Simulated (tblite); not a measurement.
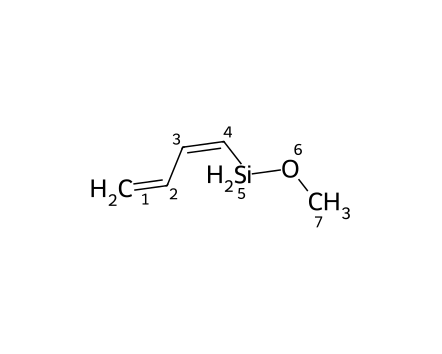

Skeletal drawing with numbered atoms; wedges and dashes mark any stereocentres. The configuration is that of a computed structure (GFN2-xTB).

Question: Give the R/S and E/Z labels.

Answer: C3=C4: Z.

Question: Write the isomeric SMILES.

Answer: C=C/C=C\[SiH2]OC
